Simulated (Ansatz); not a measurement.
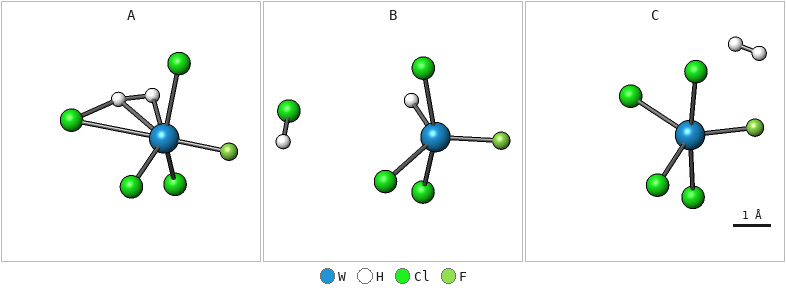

3 geometries from a converged minimum-energy path of WH₂Cl₄F (multiplicity 2), made up at the start of WHCl₃F and HCl, shuffled. The picture is a ball-and-stick view, seen from a free direction.

Method: UHF/def2-SVP (Ansatz 0.2.0). Settings: 5 movable images; climbing image; force threshold 0.05 eV/Å; iteration limit 60; starting path through a guess of the saddle point.

One of them is the converged climbing image. Which?

Answer. A. In order along the path, whose images run from 0 to 6: B (image 0, 0.00 eV), A (image 3, +1.45 eV), C (image 6, −0.32 eV). Breaking: Cl–H (1.27 → 3.98 Å), H–W (1.66 → 3.95 Å). Forming: H–H (3.92 → 0.75 Å), Cl–W (4.17 → 2.26 Å).

Limits of the set-up: the start holds two separate molecules, 3.3 Å apart at their closest, whose relative position is a soft coordinate and is computed without a dispersion correction; Hartree-Fock leaves out electron correlation.

The run took 6.3 min on 4 threads of Intel(R) Xeon(R) 6975P-C (Granite Rapids), with other jobs on the host, peak memory 0.65 GiB.
